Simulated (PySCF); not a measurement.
**One shape, several levels: BHClO (SMILES O[B]Cl)**

Wanted: a comparison of 5 runs (UB3LYP/STO-6G, USVWN5/STO-6G, UCCSDT/STO-6G, UCISD/STO-6G, UCCSD(T)/STO-6G) of BHClO. Input form: a Python script.

Program for the calculation: PySCF 2.14.0.

6 further runs of the same task are left out: 6 set aside as unsound or not needed.

## (1) Starting point

BHClO has 4 atoms, charge 0, and is taken as a doublet. As SMILES, `O[B]Cl`. The B2–Cl3 distance was set to 2.610 Å, away from the relaxed value. At this shape a bond of the SMILES string is far longer than usual.

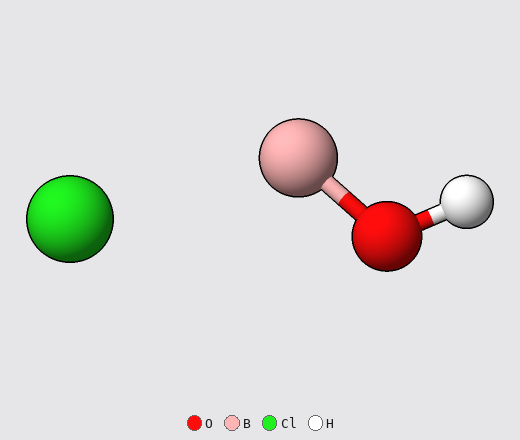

Viewed from a chosen angle; oxygen red, boron pink, chlorine green, hydrogen white.

## (2) The energy at UB3LYP/STO-6G (run 1)

File run.py:

```python
from pyscf import gto, dft

system = gto.M(
    atom='''
O      1.151312     1.673315    -2.096528
B     -0.692116     1.436154    -0.392184
Cl    -1.052955    -2.500486     2.556610
H      1.059471     3.213630    -3.054997
''',
    verbose=4,
    basis='sto-6g',
    max_memory=1860,
    charge=0,
    unit='bohr',
    spin=1,
)

ks = dft.UKS(system, xc='b3lyp')
ks.conv_tol = 1e-10
ks.grids.level = 5
ks.kernel()
if not ks.converged:
    ks = ks.newton().run(ks.mo_coeff, ks.mo_occ)

energy = ks.e_tot
print('E(%s) = %.9f' % ('B3LYP', energy))
```

Launch:

```
$ OMP_NUM_THREADS=1 python run.py
```

The log of the run:

```text
PySCF version 2.14.0

[... 110 lines left out ...]
converged SCF energy = -558.79940723204  <S^2> = 0.7740698  2S+1 = 2.0239267
E(B3LYP) = -558.799407232
```

Wall time 9 s (1 thread of Intel Xeon Platinum 8488C (Sapphire Rapids), shared host); peak memory 0.21 GiB.

## (3) The energy at USVWN5/STO-6G (run 2)

File input.xyz:

```xyz
4
BClHO
O      0.609248     0.885480    -1.109435
B     -0.366252     0.759980    -0.207535
Cl    -0.557200    -1.323200     1.352900
H      0.560648     1.700580    -1.616635
```

File job.py:

```python
from pyscf import gto, dft

mol = gto.M(
    atom='input.xyz',
    charge=0,
    basis='sto-6g',
    spin=1,
    max_memory=1860,
    verbose=4,
)

myscf = dft.UKS(mol, xc='svwn')
myscf.grids.level = 5
myscf.conv_tol = 1e-10
myscf.kernel()
if not myscf.converged:
    myscf = myscf.newton().run(myscf.mo_coeff, myscf.mo_occ)

energy = myscf.e_tot
print('E(%s) = %.9f' % ('SVWN5', energy))
```

Launch:

```
$ OMP_NUM_THREADS=1 python job.py
```

The log of the run:

```text
PySCF version 2.14.0

[... 112 lines left out ...]
converged SCF energy = -556.409431012345  <S^2> = 0.75516486  2S+1 = 2.0051582
E(SVWN5) = -556.409431012
```

It took 5.7 s on 1 thread of Intel Xeon Platinum 8488C (Sapphire Rapids), shared host; peak memory 0.14 GiB.

Runs 3 to 4 aren't shown in full; the table further down has their settings and results.

## (4) A single-point energy at UCCSD(T)/STO-6G (run 5)

File job.py:

```python
from pyscf import gto, cc

mol = gto.Mole()
mol.atom = '''
O    0.609248   0.885480  -1.109435
B   -0.366252   0.759980  -0.207535
Cl  -0.557200  -1.323200   1.352900
H    0.560648   1.700580  -1.616635
'''
mol.charge = 0
mol.max_memory = 1860
mol.spin = 1
mol.verbose = 3
mol.basis = 'sto-6g'
mol.build()

myscf = mol.UHF()
myscf.conv_tol = 1e-10
myscf.kernel()
if not myscf.converged:
    myscf = myscf.newton().run(myscf.mo_coeff, myscf.mo_occ)

mycc = cc.CCSD(myscf, frozen=7)
mycc.kernel()
e_t = mycc.ccsd_t()
e_tot = mycc.e_tot + e_t
print('E(%s) = %.9f' % ('CCSD(T)', e_tot))
```

Launch:

```
$ OMP_NUM_THREADS=1 python job.py
```

The log of the run:

```text
converged SCF energy = -557.651122340681  <S^2> = 0.93772173  2S+1 = 2.1796529
E(UCCSD) = -557.7524291703853  E_corr = -0.1013068297041118
UCCSD(T) correction = -0.00556346070280561
E(CCSD(T)) = -557.757992631
```

Wall time 1.5 s (1 thread of Intel Xeon Platinum 8488C (Sapphire Rapids), shared host); peak memory 0.12 GiB.

## (5) All runs side by side

```tsv
run	level	integration grid	frozen core orbitals	energy (Eh)	dipole moment (D) of the reference	HOMO energy (eV)	LUMO energy (eV)	wall time
1	UB3LYP/STO-6G	5	–	-558.799407	6.38	-4.50	-1.39	9 s
2	USVWN5/STO-6G	5	–	-556.409431	6.59	-3.14	-2.04	5.7 s
3	UCCSDT/STO-6G	–	7	-557.759143	5.00	-8.33	3.16	6 s
4	UCISD/STO-6G	–	7	-557.746717	5.00	-8.33	3.16	1.4 s
5	UCCSD(T)/STO-6G	–	7	-557.757993	5.00	-8.33	3.16	1.5 s
```

## (6) Summary of results

```
                                                         quantity          value
                                              run 5: total energy  -557.75799 Eh
                      run 5: dipole moment (Hartree–Fock density)         5.00 D
run 5: HOMO energy (Hartree–Fock orbitals) (highest over α and β)       -8.33 eV
 run 5: LUMO energy (Hartree–Fock orbitals) (lowest over α and β)        3.16 eV
               run 5: correlation energy (7 core orbitals frozen)     -106.9 mEh
                                            run 5: (T) correction      -5.56 mEh
                         run 5: ⟨S²⟩ of the reference determinant          0.938
                                             run 5: T1 diagnostic          0.035
```

In words: Totals of different functionals can't be ranked against each other. In runs 1, 2, 3, 4, 5 the basis is minimal, so the values are rough. Spin contamination of the reference: run 3 ⟨S²⟩ = 0.94, run 5 ⟨S²⟩ = 0.94, run 4 ⟨S²⟩ = 0.94. All runs together took 24 s, the longest 9 s.
